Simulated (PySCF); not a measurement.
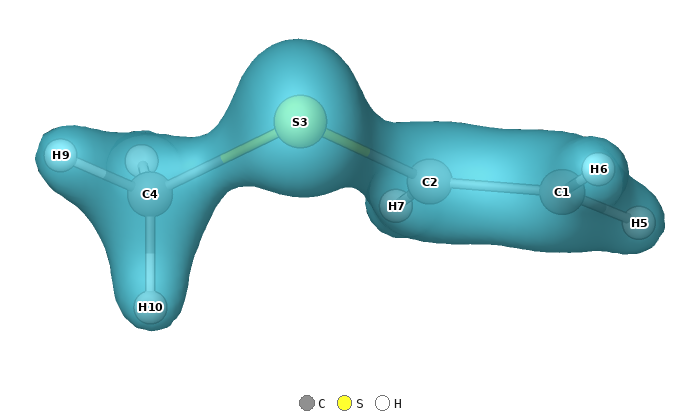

Figure. C$_{3}$H$_{6}$S (SMILES C=CSC). Isosurface of the total electron density at 1 e/Å³ (cyan), seen from one side.

Geometry: PBE0-D3(BJ)/def2-SVP.

Level of theory: PBE0/pcSseg-1, SCF density, gas phase, non-relativistic in PySCF 2.14.0.

| atom | x (Å) | y (Å) | z (Å) |
| --- | --- | --- | --- |
| C | 1.9688 | 0.9116 | 0.0083 |
| C | 0.7866 | 0.3140 | 0.1845 |
| S | -0.5910 | 0.5258 | -0.8773 |
| C | -1.9344 | 0.0289 | 0.2218 |
| H | 2.8093 | 0.6754 | 0.6655 |
| H | 2.1383 | 1.6352 | -0.7939 |
| H | 0.6396 | -0.4025 | 1.0019 |
| H | -1.7804 | -0.9926 | 0.6005 |
| H | -2.8543 | 0.0437 | -0.3794 |
| H | -2.0488 | 0.7281 | 1.0630 |

Q: How is the density connected at this value?

A: At this value the surface is in one piece. It bridges the sampled C–C (1.34 Å), C–S (1.75 Å), C–H (1.09 Å) and C–S (1.81 Å) contacts, where the density stays above the isovalue. On the grid the lowest density along these lines, outside the cores, is 2.3 e/Å³ (C–C, 1.34 Å), 1.4 e/Å³ (C–S, 1.75 Å), 1.9 e/Å³ (C–H, 1.09 Å) and 1.3 e/Å³ (C–S, 1.81 Å).
